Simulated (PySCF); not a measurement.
# [Dy(NH3)6]3+: forces at shaken geometries

How stiff is [Dy(NH3)6]3+? Its atoms are displaced at random by several amounts. The structure is generated, not taken from experiment.

The runs use PySCF 2.14.0; BP86, Dy lcecp-1-SVP with ECP55, N def2-SVP, H def2-SVP; scalar-relativistic core potentials, no spin–orbit coupling.

3 further runs of the same task are left out: 2 for a known fault of the program, 1 that didn't finish.

**1. The system as given**

25 atoms, charge 3, spin multiplicity 1.

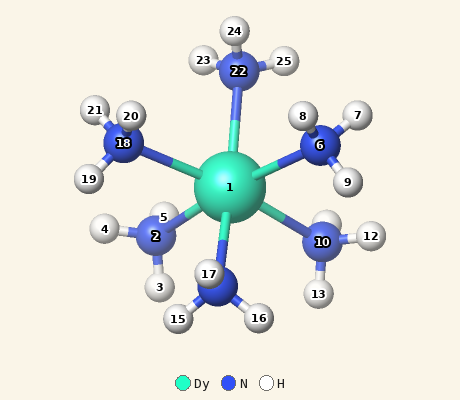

The structure; dysprosium teal, nitrogen blue, hydrogen white; atoms are numbered from 1 in the order of the file.

Geometry (Å):

```tsv
atom	x (Å)	y (Å)	z (Å)
Dy1	0.0065	-0.0020	0.0034
N2	0.1920	-0.0216	2.5425
H3	0.7283	0.7652	2.9579
H4	-0.7080	0.0181	3.0595
H5	0.6551	-0.8555	2.9544
N6	0.2410	-0.0264	-2.5336
H7	0.7836	-0.8194	-2.9291
H8	-0.6535	-0.0774	-3.0611
H9	0.7061	0.8020	-2.9542
N10	2.5451	0.0280	0.1618
H11	2.9710	-0.7818	0.6551
H12	3.0532	0.0364	-0.7446
H13	2.9560	0.8417	0.6615
N14	-0.2091	2.5179	-0.2243
H15	-0.4447	3.0292	0.6499
H16	0.6444	3.0114	-0.5546
H17	-0.9374	2.8493	-0.8881
N18	-2.5255	0.0230	0.2782
H19	-2.9192	0.8462	0.7752
H20	-3.0687	0.0115	-0.6081
H21	-2.9299	-0.7770	0.8035
N22	-0.2361	-2.5214	-0.2187
H23	-0.4977	-3.0252	0.6523
H24	-0.9553	-2.8444	-0.8955
H25	0.6160	-3.0292	-0.5290
```

Formal oxidation states: Dy +3. Each metal's 9 4f electrons lie in its core potential, so multiplicities, spins and levels count the valence alone. An earlier session relaxed this geometry at BP86, Dy lcecp-1-SVP with ECP55, N def2-SVP, H def2-SVP (singlet, point group C1).

Its energy there is -375.487377 Eh.

**2. Atoms moved at random, σ = 0.1 Å**

Input file run.py (the lines that set the calculation):

```python
mol = gto.M(atom='''
Dy     0.21069    -0.05713    -0.17672
N      0.19812     0.17917     2.56806
H      0.75118     0.68849     2.98898
H     -0.74570     0.16072     3.03579
H      0.72243    -0.92121     3.02405
N      0.22131    -0.12792    -2.59230
H      0.71089    -0.74739    -2.99914
H     -0.59115    -0.16569    -3.15211
H      0.69686     0.70023    -2.93262
N      2.44274     0.07493     0.21676
H      3.09276    -0.79510     0.66653
H      2.84563    -0.06628    -0.68838
H      3.00459     0.80385     0.79722
N     -0.35255     2.55114    -0.12540
H     -0.51029     2.95513     0.59636
H      0.62656     3.11847    -0.54305
H     -0.97231     2.77049    -0.97268
N     -2.52969    -0.22842     0.32578
H     -2.82222     0.75971     0.78202
H     -3.11082     0.20080    -0.70547
H     -2.79621    -0.66333     0.95264
N     -0.25292    -2.58169    -0.30846
H     -0.68672    -2.77757     0.51898
H     -0.92466    -2.78725    -0.81630
H      0.78497    -3.04517    -0.44581''',
    basis={'Dy': 'lcecp-1-SVP', 'N': 'def2-SVP', 'H': 'def2-SVP'},
    ecp={'Dy': 'lcecp-1-SVP'},
    charge=3, spin=0)
mf = dft.RKS(mol, xc='B88,P86')
mf.grids.atom_grid = (50, 194)  # f atoms: unpruned, at least (60, 302)
mf = mf.density_fit()  # fitting sets: Dy AutoAux, N def2-universal-JKFIT, H def2-universal-JKFIT
mf.conv_tol = 1e-08; mf.max_cycle = 55
mf.kernel(dm0)  # dm0: the density of the relaxed state
```

Launch:

```
OMP_NUM_THREADS=4 python run.py
```

Output:

```text
init E= -374.83540261359
  HOMO = -0.78915435264091  LUMO = -0.593995877742088  gap/eV = 5.31053
cycle= 1 E= -375.055154963168  delta_E= -0.22  |g|= 0.451  |ddm|= 1.13
  HOMO = -0.613957495904351  LUMO = -0.487357099926342  gap/eV = 3.44497
cycle= 2 E= -374.951683878773  delta_E= 0.103  |g|= 0.812  |ddm|= 1.08
  HOMO = -0.699624334744568  LUMO = -0.49687534005765  gap/eV = 5.51708
cycle= 3 E= -375.101824556751  delta_E= -0.15  |g|= 0.121  |ddm|= 0.708
  HOMO = -0.693248812951419  LUMO = -0.50655430516241  gap/eV = 5.08022
cycle= 4 E= -375.105522695523  delta_E= -0.0037  |g|= 0.0342  |ddm|= 0.14
  HOMO = -0.695608318432301  LUMO = -0.505849759670203  gap/eV = 5.16359
cycle= 5 E= -375.105753691344  delta_E= -0.000231  |g|= 0.0105  |ddm|= 0.0324
  HOMO = -0.695202341255579  LUMO = -0.505534635374432  gap/eV = 5.16112
cycle= 6 E= -375.105777435149  delta_E= -2.37e-05  |g|= 0.00288  |ddm|= 0.0105
  HOMO = -0.695383368851691  LUMO = -0.505704978064556  gap/eV = 5.16141
cycle= 7 E= -375.105779190112  delta_E= -1.75e-06  |g|= 0.000969  |ddm|= 0.00305
  HOMO = -0.695396403450118  LUMO = -0.505755742164864  gap/eV = 5.16039
cycle= 8 E= -375.105779382001  delta_E= -1.92e-07  |g|= 0.00025  |ddm|= 0.000862
  HOMO = -0.695404386605869  LUMO = -0.505735641686736  gap/eV = 5.16115
cycle= 9 E= -375.105779395484  delta_E= -1.35e-08  |g|= 0.000116  |ddm|= 0.000313
  HOMO = -0.695404345620754  LUMO = -0.505731667728266  gap/eV = 5.16126
cycle= 10 E= -375.105779398533  delta_E= -3.05e-09  |g|= 2.06e-05  |ddm|= 0.000102
  HOMO = -0.69540912787644  LUMO = -0.505737627001377  gap/eV = 5.16122
Extra cycle  E= -375.105779398402  delta_E= 1.3e-10  |g|= 3.17e-05  |ddm|= 5.56e-05
converged SCF energy = -375.105779398402
```

Wall time 13 s (4 threads of Intel Xeon 6975P-C (Granite Rapids), shared host).

Read off: E = -375.105779 Eh (+10.384 eV from the relaxed state), HOMO -18.92 eV, LUMO -13.76 eV, Mulliken charge on Dy1 +0.92 e, largest force component 17.388 eV/Å. 

```tsv
atom	Fx	Fy	Fz (eV/Å)
Dy1	-3.057	0.252	1.759
N2	-6.265	-12.179	-5.116
H3	7.534	8.058	6.178
H4	0.876	0.243	-0.060
H5	-2.138	3.667	-1.571
N6	-3.252	6.107	4.783
H7	5.552	-7.319	-4.061
H8	-2.388	0.156	-1.046
H9	0.280	1.228	-0.446
N10	3.791	-2.279	3.956
H11	-2.235	1.811	-0.793
H12	1.232	0.815	-1.769
H13	-0.906	-0.364	-1.457
N14	6.566	-6.379	-16.247
H15	-3.539	7.431	12.571
H16	-3.007	-1.699	1.600
H17	0.163	0.219	1.781
N18	6.245	17.209	-17.388
H19	1.230	-1.704	-0.632
H20	1.126	-3.149	3.775
H21	-8.019	-12.194	14.072
N22	12.787	4.363	3.934
H23	-0.737	-1.314	4.401
H24	-8.143	-3.345	-8.480
H25	-3.696	0.365	0.256
```

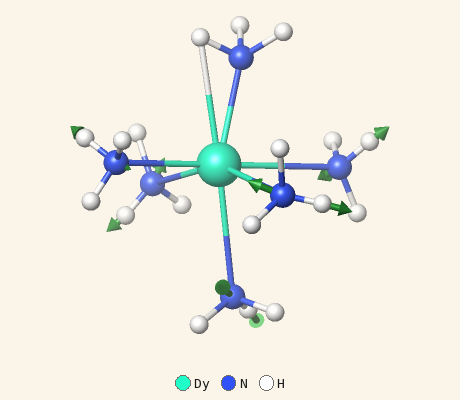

Forces as arrows, the longest for the largest force.

**3. Atoms moved at random, σ = 0.15 Å**

Input file run.py (the lines that set the calculation):

```python
mol = gto.M(atom='''
Dy    -0.11686    -0.27507     0.00414
N      0.28052    -0.09428     2.60881
H      0.63950     0.84175     2.80905
H     -0.88955    -0.36833     2.70768
H      0.54708    -0.81456     3.01332
N      0.22574     0.10625    -2.44418
H      0.63557    -0.80165    -2.75238
H     -0.41039     0.19843    -3.06469
H      0.72493     0.91968    -2.83668
N      2.52987     0.20804     0.16194
H      3.06259    -0.80746     0.72320
H      3.24178     0.29852    -0.68930
H      2.93097     0.74388     0.60066
N     -0.15071     2.55789    -0.16371
H     -0.27080     3.29222     0.54733
H      0.60549     2.98539    -0.65286
H     -0.79588     2.91217    -0.53850
N     -2.54392    -0.13142     0.19987
H     -3.07182     0.87581     0.87995
H     -3.18389    -0.24086    -0.52594
H     -2.81351    -0.80156     1.07936
N     -0.14117    -2.50806    -0.38974
H     -0.47125    -3.19924     0.47518
H     -0.97446    -2.71769    -0.94552
H      0.42361    -3.18087    -0.79226''',
    basis={'Dy': 'lcecp-1-SVP', 'N': 'def2-SVP', 'H': 'def2-SVP'},
    ecp={'Dy': 'lcecp-1-SVP'},
    charge=3, spin=0)
mf = dft.RKS(mol, xc='B88,P86')
mf.grids.atom_grid = (50, 194)  # f atoms: unpruned, at least (60, 302)
mf = mf.density_fit()  # fitting sets: Dy AutoAux, N def2-universal-JKFIT, H def2-universal-JKFIT
mf.conv_tol = 1e-08; mf.max_cycle = 55
mf.kernel(dm0)  # dm0: the density of the relaxed state
```

Launch:

```
OMP_NUM_THREADS=4 python run.py
```

Output:

```text
init E= -374.704419063609
  HOMO = -0.805430348438093  LUMO = -0.621200776265784  gap/eV = 5.01314
cycle= 1 E= -375.071448784297  delta_E= -0.367  |g|= 0.465  |ddm|= 1.28
  HOMO = -0.64009832888177  LUMO = -0.482275477697508  gap/eV = 4.29458
cycle= 2 E= -374.98777295136  delta_E= 0.0837  |g|= 0.771  |ddm|= 1.05
  HOMO = -0.700251086329457  LUMO = -0.49990039274004  gap/eV = 5.45182
cycle= 3 E= -375.119900630719  delta_E= -0.132  |g|= 0.136  |ddm|= 0.66
  HOMO = -0.702728204290836  LUMO = -0.507998120922019  gap/eV = 5.29888
cycle= 4 E= -375.124554971031  delta_E= -0.00465  |g|= 0.024  |ddm|= 0.137
  HOMO = -0.701493845560195  LUMO = -0.507630209004944  gap/eV = 5.27530
cycle= 5 E= -375.124656851104  delta_E= -0.000102  |g|= 0.0112  |ddm|= 0.025
  HOMO = -0.702032886709829  LUMO = -0.507437268483002  gap/eV = 5.29522
cycle= 6 E= -375.124683918949  delta_E= -2.71e-05  |g|= 0.00251  |ddm|= 0.0101
  HOMO = -0.702017879471335  LUMO = -0.50761251540981  gap/eV = 5.29004
cycle= 7 E= -375.124685059684  delta_E= -1.14e-06  |g|= 0.00112  |ddm|= 0.00279
  HOMO = -0.702105277384109  LUMO = -0.507618629494719  gap/eV = 5.29225
cycle= 8 E= -375.124685356553  delta_E= -2.97e-07  |g|= 0.000173  |ddm|= 0.000923
  HOMO = -0.702097198125043  LUMO = -0.50761417948094  gap/eV = 5.29215
cycle= 9 E= -375.124685359845  delta_E= -3.29e-09  |g|= 5.67e-05  |ddm|= 0.000186
  HOMO = -0.702097090995834  LUMO = -0.507617728480599  gap/eV = 5.29205
Extra cycle  E= -375.124685358506  delta_E= 1.34e-09  |g|= 0.000101  |ddm|= 0.000124
converged SCF energy = -375.124685358506
```

Wall time 12 s (4 threads of Intel Xeon 6975P-C (Granite Rapids), shared host).

Result: E = -375.124685 Eh (+9.869 eV from the relaxed state), HOMO -19.11 eV, LUMO -13.81 eV, Mulliken charge on Dy1 +0.99 e, largest force component 17.791 eV/Å. 

```tsv
atom	Fx	Fy	Fz (eV/Å)
Dy1	1.584	3.338	0.442
N2	-8.537	6.607	-7.632
H3	-0.357	0.094	1.027
H4	3.625	2.189	0.468
H5	4.893	-8.945	5.986
N6	5.613	-1.181	5.500
H7	0.759	0.615	-0.261
H8	-7.843	0.370	-5.841
H9	1.538	-0.077	0.502
N10	-6.547	-17.791	-11.528
H11	-1.865	3.320	-2.111
H12	-1.805	-0.713	1.017
H13	9.626	14.868	12.546
N14	11.249	-6.651	8.423
H15	0.905	-0.265	1.877
H16	1.743	0.296	-0.958
H17	-13.953	5.946	-9.303
N18	-0.009	2.548	7.822
H19	1.896	-3.053	-2.836
H20	-2.375	-0.608	-2.117
H21	0.119	0.970	-2.697
N22	-3.321	-1.900	3.726
H23	0.954	1.948	-1.566
H24	-0.970	0.185	-0.787
H25	3.080	-2.110	-1.701
```

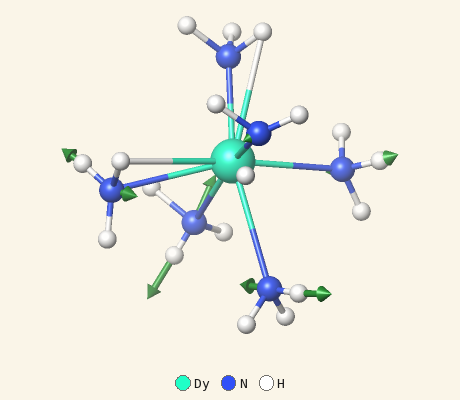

Forces as arrows, the longest for the largest force.

**4. Atoms moved at random, σ = 0.03 Å**

Input file run.py (the lines that set the calculation):

```python
mol = gto.M(atom='''
Dy     0.06074     0.03241     0.03819
N      0.21129    -0.05818     2.55218
H      0.73594     0.81145     2.93012
H     -0.73603     0.00827     3.01844
H      0.64023    -0.83590     2.99267
N      0.23748    -0.02032    -2.58998
H      0.74584    -0.87715    -2.95208
H     -0.56264    -0.06564    -3.05553
H      0.68598     0.85205    -2.96336
N      2.58910     0.01308     0.11567
H      2.96152    -0.77781     0.67926
H      3.06247     0.04301    -0.73945
H      2.96553     0.85251     0.63500
N     -0.21557     2.51413    -0.18630
H     -0.43936     3.00352     0.61373
H      0.59398     3.01777    -0.53484
H     -0.97437     2.86971    -0.87987
N     -2.52530     0.05162     0.30971
H     -2.90596     0.82790     0.80015
H     -3.10083    -0.01473    -0.57553
H     -2.86336    -0.75465     0.75669
N     -0.29879    -2.53160    -0.19443
H     -0.46513    -3.04312     0.69216
H     -0.96960    -2.83595    -0.87543
H      0.58030    -3.08342    -0.57243''',
    basis={'Dy': 'lcecp-1-SVP', 'N': 'def2-SVP', 'H': 'def2-SVP'},
    ecp={'Dy': 'lcecp-1-SVP'},
    charge=3, spin=0)
mf = dft.RKS(mol, xc='B88,P86')
mf.grids.atom_grid = (50, 194)  # f atoms: unpruned, at least (60, 302)
mf = mf.density_fit()  # fitting sets: Dy AutoAux, N def2-universal-JKFIT, H def2-universal-JKFIT
mf.conv_tol = 1e-08; mf.max_cycle = 55
mf.kernel(dm0)  # dm0: the density of the relaxed state
```

Launch:

```
OMP_NUM_THREADS=4 python run.py
```

Output:

```text
init E= -375.539604110364
  HOMO = -0.706108232182412  LUMO = -0.489764729529419  gap/eV = 5.88701
cycle= 1 E= -375.445266701458  delta_E= 0.0943  |g|= 0.0905  |ddm|= 0.33
  HOMO = -0.721756129579212  LUMO = -0.502307778609433  gap/eV = 5.97149
cycle= 2 E= -375.444203601458  delta_E= 0.00106  |g|= 0.118  |ddm|= 0.186
  HOMO = -0.71960253893823  LUMO = -0.502214080681303  gap/eV = 5.91544
cycle= 3 E= -375.447214950533  delta_E= -0.00301  |g|= 0.0285  |ddm|= 0.109
  HOMO = -0.720196459536333  LUMO = -0.501999053390552  gap/eV = 5.93745
cycle= 4 E= -375.447388102864  delta_E= -0.000173  |g|= 0.00335  |ddm|= 0.0241
  HOMO = -0.720125189286589  LUMO = -0.502016585945145  gap/eV = 5.93504
cycle= 5 E= -375.447390220417  delta_E= -2.12e-06  |g|= 0.00158  |ddm|= 0.00394
  HOMO = -0.720085155318079  LUMO = -0.502003502534428  gap/eV = 5.93430
cycle= 6 E= -375.447390857429  delta_E= -6.37e-07  |g|= 0.000315  |ddm|= 0.00133
  HOMO = -0.720085901387808  LUMO = -0.501988328593581  gap/eV = 5.93474
cycle= 7 E= -375.447390880605  delta_E= -2.32e-08  |g|= 3.63e-05  |ddm|= 0.000334
  HOMO = -0.720085602528176  LUMO = -0.501991209024995  gap/eV = 5.93465
cycle= 8 E= -375.447390880898  delta_E= -2.93e-10  |g|= 1.81e-05  |ddm|= 5.43e-05
  HOMO = -0.720086630816117  LUMO = -0.501989589629577  gap/eV = 5.93472
Extra cycle  E= -375.447390880746  delta_E= 1.53e-10  |g|= 3.22e-05  |ddm|= 4e-05
converged SCF energy = -375.447390880746
```

It took 12 s on 4 threads of Intel Xeon 6975P-C (Granite Rapids), shared host.

Read off: E = -375.447391 Eh (+1.088 eV from the relaxed state), HOMO -19.59 eV, LUMO -13.66 eV, Mulliken charge on Dy1 +1.00 e, largest force component 5.626 eV/Å. 

```tsv
atom	Fx	Fy	Fz (eV/Å)
Dy1	-0.400	-0.490	-0.508
N2	-0.962	3.064	-0.418
H3	-0.716	-1.340	-0.288
H4	0.684	-0.032	-0.199
H5	1.012	-1.615	1.007
N6	5.461	-0.048	3.248
H7	0.026	1.037	0.137
H8	-5.626	-0.218	-3.037
H9	0.157	-0.747	-0.059
N10	-1.524	0.738	3.164
H11	0.207	-0.017	-0.358
H12	1.529	-0.212	-2.406
H13	-0.137	-0.484	-0.340
N14	-1.021	-1.467	-3.853
H15	-0.903	1.826	3.229
H16	0.971	0.437	-0.343
H17	0.985	-0.678	0.978
N18	1.403	0.157	-2.962
H19	-0.882	1.435	0.955
H20	0.485	0.435	0.392
H21	-0.821	-2.045	1.628
N22	3.269	-0.258	0.047
H23	-0.405	-0.095	-0.104
H24	-1.398	-0.509	-0.662
H25	-1.394	1.126	0.754
```

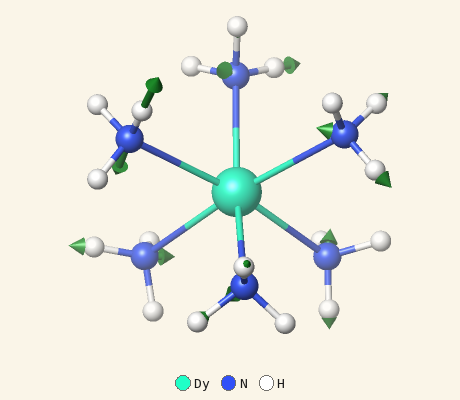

Forces as arrows, the longest for the largest force.

**5. The displacements side by side**

| σ (Å) | energy rise (eV) | harmonic estimate −½ F·u (eV) | largest force component (eV/Å) |
| --- | --- | --- | --- |
| 0.1 | 10.384 | 10.450 | 17.39 |
| 0.15 | 9.869 | 10.095 | 17.79 |
| 0.03 | 1.088 | 1.144 | 5.63 |

Every displacement raises the energy. For a harmonic well the rise equals −½ F·u; the two differ by at most 5 % here (a move with σ = 0.03 Å), from anharmonicity, the grid and the small forces left at the relaxed point. The bases are small and lack diffuse functions. Spin–orbit coupling is left out.
